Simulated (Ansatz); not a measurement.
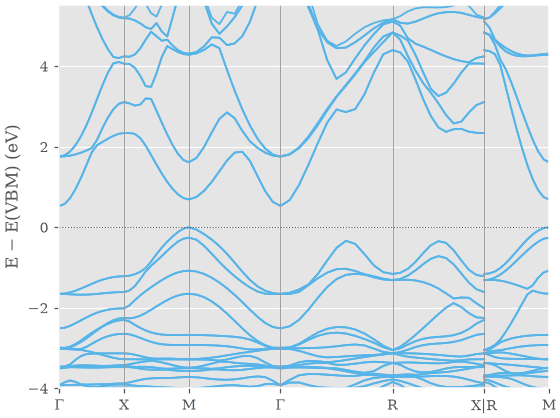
Fig. 1. Band structure from PBEsol with spin–orbit coupling in the plane-wave PAW code Ansatz

Problem. Read off the gap and where the band edges lie.

Solution. About 0.5 eV (0.53 eV by a search for the band edges); maximum at M, minimum at Γ.

The material is Ag3SI (anti-perovskite, Pm-3m).

The workflow started from an entry of the Crystallography Open Database (COD), which files this formula under 2 space groups. Whether it is the stable phase at ambient conditions was not checked. The PBEsol relaxation kept the symmetry of its start; its stability against distortions is not shown here. The run is not spin-polarised.

Potentials: the later of the program's two PAW sets.
